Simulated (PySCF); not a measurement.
SMILES Cl[SiH](Cl)/C=C/[SiH](Cl)Cl (C2H4Cl4Si2), PBE0/def2-SVP optimised geometry. Atoms within 1.6 Å of the plane z = 0.6 Å (x, y, z in Å): Si1 (2.22, -0.29, -0.98), Cl2 (2.90, -2.23, -0.99), C4 (0.36, -0.29, -0.98), C5 (-0.36, 0.29, 0.00), Si6 (-2.22, 0.29, 0.00), Cl7 (-2.90, -0.65, 1.70), Cl8 (-2.90, 2.23, 0.00), H9 (2.75, 0.41, 0.21), H11 (0.16, 0.78, 0.84).

Computed with PBE0/def2-TZVP (PySCF).

Map of the Laplacian of the electron density (e/bohr⁵), clipped to [-1.50, 1.50] on the plane z = 0.6 Å:

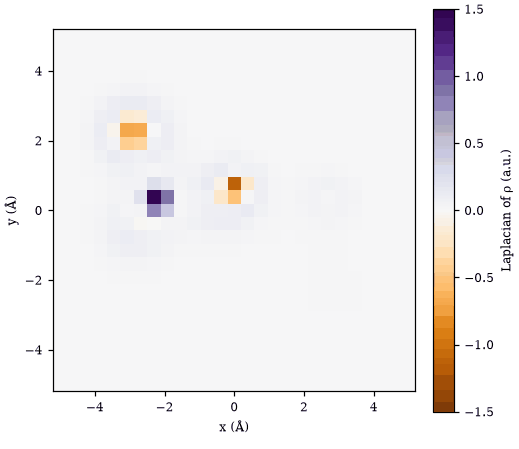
Figure. Laplacian of the electron density (e/bohr⁵), clipped to [-1.50, 1.50] on the plane z = 0.6 Å.
